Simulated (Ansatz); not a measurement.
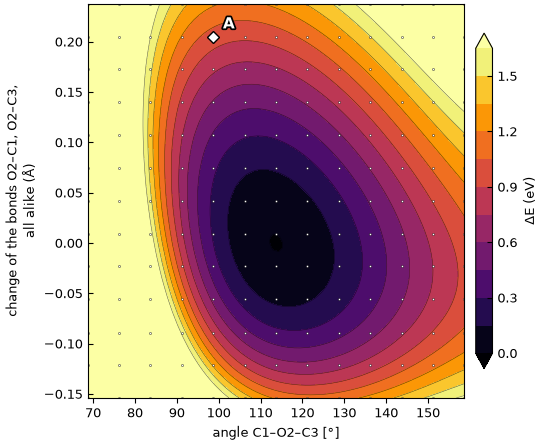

C2H5FOS, SMILES COC(F)S. The first coordinate is: angle C1–O2–C3; the second: change of the bonds O2–C1, O2–C3, all alike. Nothing is relaxed (all other coordinates rigid). Grid: 13 × 13 points. Points are written as (first, second). All energies are given in eV relative to the lowest grid point. Method: RKS PBE-D4/def2-SVP (Ansatz 0.2.0).

Drawn: filled contours, dots at the grid points, one colour for all values above the top of the scale, the point A. Between grid points the surface is interpolated.

### Which way does the force act at A, and how strong is it?

A, at (98.7°, 0.205 Å), is not a stationary point. The computed force is 0.016 eV for each degree towards larger values of angle C1–O2–C3 and 6.8 eV for each Å towards smaller values of the second coordinate.
